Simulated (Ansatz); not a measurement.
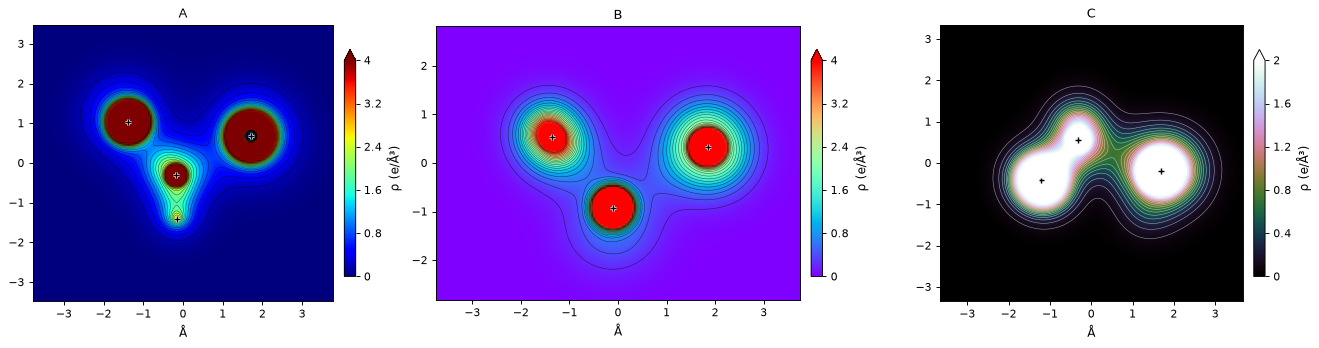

The electron density of 3 systems, each on a plane through atoms (crosses mark nuclei in the plane).

These are results of isolated molecule in a Gaussian basis; Kohn-Sham density functional theory, functional PBE0 (Ansatz 0.2.0), not measurements.

System 1: ClN$_{2}$Si (SMILES Cl[Si]1=N[N-]1) (charge −1), the plane of atoms Cl1, Si4 and N3. Geometry: B3LYP-D3(BJ)/def2-SVPD.

```xyz
4

Cl   -0.4298    1.5572    0.5571
N     0.4719   -1.5036    0.1497
N     0.7132   -1.0392   -0.9577
Si   -1.0309   -0.4620   -0.4183
```

System 2: CH$_{4}$OSe (charge +1, doublet), the plane of atoms O2, C1 and Se3. Geometry: PBE0-D3(BJ)/pcseg-1.

```xyz
7

C     0.2869    0.7803   -0.2246
O     1.1540   -0.1826    0.0705
Se   -1.7153    0.0153   -0.3597
H     0.3853    1.2842   -1.1933
H     0.1445    1.4727    0.6121
H     1.5462   -0.5851   -0.7218
H    -1.4380   -0.9952    0.6925
```

System 3: CHGeSb (triplet), the molecular plane. Geometry: r2SCAN-D4/def2-SVP; core potentials replace the inner electrons of Sb.

```xyz
4

C    -0.1327    0.0211    0.6009
Ge    0.6701    1.1951   -0.5171
Sb    1.1536   -1.6713    0.5873
H    -1.0315   -0.0436    1.2303
```

Question: Which map belongs to which system?

Answer: Panel A is system 3, CHGeSb: the plane holds C, Ge, Sb and H. C–Ge (1.81 Å): the density is about 1 e/Å³ at the midpoint. Panel B is system 1, ClN$_{2}$Si: the plane holds Cl, N and Si. Si–N (1.91 Å): ρ at the midpoint is about 0.72 e/Å³. Panel C is system 2, CH$_{4}$OSe: the plane holds C, O and Se. C–O (1.33 Å): the density is about 2.5 e/Å³ at the midpoint.
